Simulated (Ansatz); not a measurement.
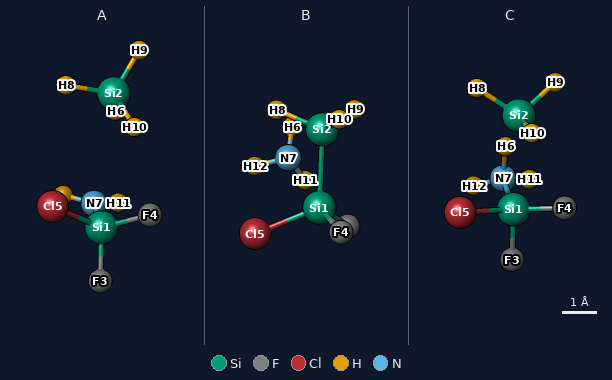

Three geometries of Si$_{2}$NH$_{6}$ClF$_{2}$: a saddle point and the two minima that it joins, in shuffled order. A ball-and-stick model, seen from a free direction. Sticks join atoms that are closer than about 1.2 times the sum of their covalent radii (a little more with hydrogen).

Stationary points at PBE0-D4/def2-TZVP, single-point energies with B2PLYP (def2-TZVPP where no basis is named; Ansatz 0.2.0). The energies are electronic, without zero-point or thermal terms, and both ends are the minima reached downhill from the saddle, with any fragments still in contact.

Identify the saddle point and describe the reaction.

Answer. Frame C is the saddle point. Counted by bonded pieces, B holds NH₃ + Si₂H₃ClF₂ and A holds SiH₂NClF₂ + SiH₄. From B over the saddle to A, bonds form: Si1–N7 (2.96 → 1.82 → 1.67 Å), Si2–H6 (3.23 → 1.99 → 1.48 Å). Bonds break: Si1–Si2 (2.32 → 2.93 → 4.29 Å), H6–N7 (1.01 → 1.21 → 3.29 Å). The saddle has one imaginary mode, 1216i cm⁻¹. With B2PLYP the barrier is 48.2 kcal/mol from B and 63.0 kcal/mol from A, and A lies 14.9 kcal/mol below B.

Limits of the set-up: the start holds two separate molecules, 2.6 Å apart at their closest, whose relative position is a soft coordinate.
